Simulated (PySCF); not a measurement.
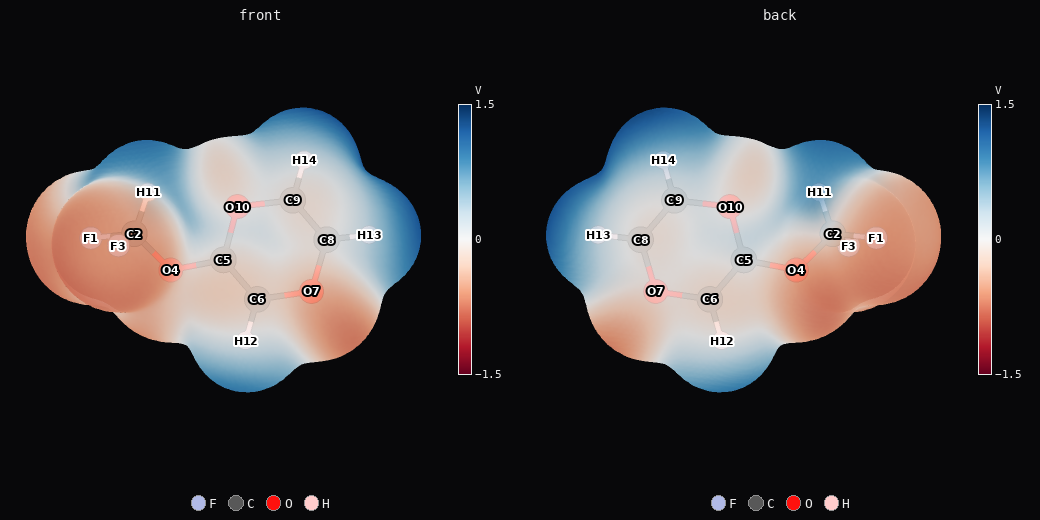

The picture shows: C5H4F2O3. The electrostatic potential painted on the density surface at 0.001 e/bohr³, seen from the front and from behind; red is negative and blue positive.

Geometry: GFN2-xTB.

All numbers below come from PBE0/pcSseg-1, SCF density, gas phase, non-relativistic in PySCF.

```yaml
atoms:
  - { symbol: F, position_ang: [2.5776, -2.4128, 0.6202] }
  - { symbol: C, position_ang: [2.0421, -1.1888, 0.5746] }
  - { symbol: F, position_ang: [3.0682, -0.3362, 0.3342] }
  - { symbol: O, position_ang: [1.1445, -1.1585, -0.4497] }
  - { symbol: C, position_ang: [0.1429, -0.2249, -0.3793] }
  - { symbol: C, position_ang: [-0.3424, 0.3402, -1.4754] }
  - { symbol: O, position_ang: [-1.4283, 1.2002, -1.4646] }
  - { symbol: C, position_ang: [-2.0287, 1.2746, -0.2292] }
  - { symbol: C, position_ang: [-1.5404, 0.7201, 0.8650] }
  - { symbol: O, position_ang: [-0.3343, 0.0124, 0.8990] }
  - { symbol: H, position_ang: [1.6211, -0.9417, 1.5629] }
  - { symbol: H, position_ang: [0.0384, 0.1356, -2.4584] }
  - { symbol: H, position_ang: [-2.9524, 1.8250, -0.2526] }
  - { symbol: H, position_ang: [-2.0089, 0.7544, 1.8310] }
```

Q: Describe the electrostatic potential map.

A: The most negative region (about −0.8 V, or −18 kcal/mol for a unit charge) lies over F1, F3, O4 and O7, the most positive (about +1.3 V, or +30 kcal/mol for a unit charge) over H13 and H14.

Q: How polar is the molecule by this calculation?

A: Its dipole moment is 3.09 D.
